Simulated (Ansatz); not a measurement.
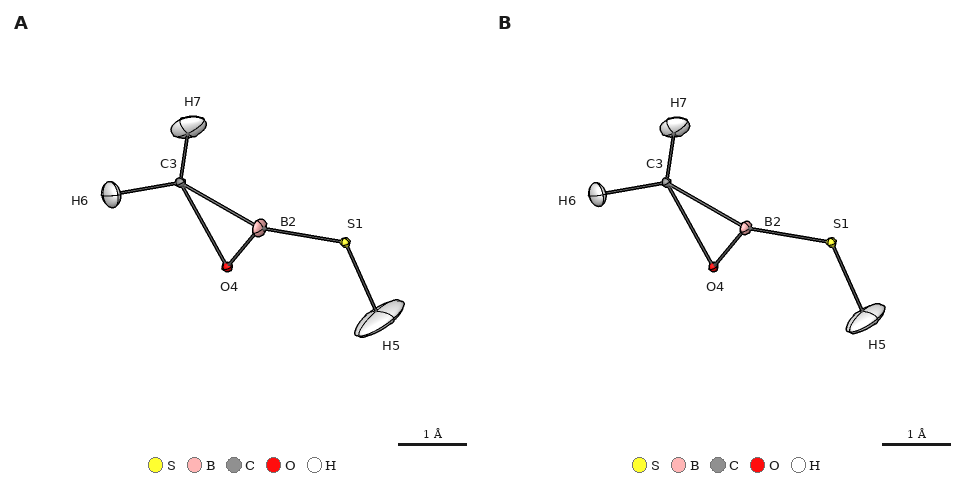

Displacement ellipsoids at the 50 % level, from the internal vibrations of the free molecule (harmonic, no overall translation or rotation; no half-axis is drawn under 0.075 Å). Vibrations computed with RKS PBE0-D4/def2-TZVP (Ansatz 0.2.0). One panel is for 298 K, the other for 600 K.

Which panel is for 600 K?

A.

How much does the mean-square displacement of H5 grow, and why?

U_eq goes from 0.0303 to 0.0481 Å², a factor of 1.6. Modes below kT (417 cm⁻¹ at 600 K) grow about in proportion to T, and the lowest lies at 271 cm⁻¹; the mean-square amplitude of a mode is its zero-point value times coth(ħω/2kT), which comes close to 1 only above about 3kT.
